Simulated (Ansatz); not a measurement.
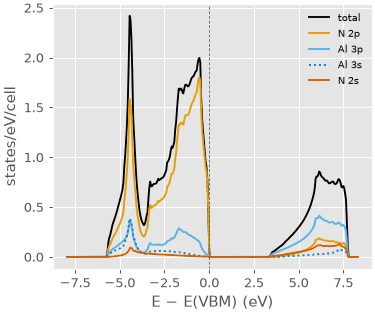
Figure. Total and projected density of states of AlN (zinc blende, space group No. 216), the program Ansatz at the PBE level (PAW)

### Question
Which orbitals carry the states next to the gap?

### Answer
Top 1 eV of the valence band: N 2p 90 %, Al 3p 8 %. Bottom 1 eV of the conduction band: Al 3p 60 %, N 2s 18 %, N 2p 7 %, outside the projected shells 14 %. Projections are on Löwdin-orthogonalised atomic valence shells; empty p or d shells of many metals are not among them.

### Question
Where is the tallest occupied peak in this window, and what makes it?

### Answer
Near -4.4 eV, about 2.4 states/eV per cell; the largest projected share is N 2p.

Space group F-43m (zinc blende). The cell was relaxed with PBE under the symmetry of its start.

Potentials: the earlier of the program's two PAW sets.
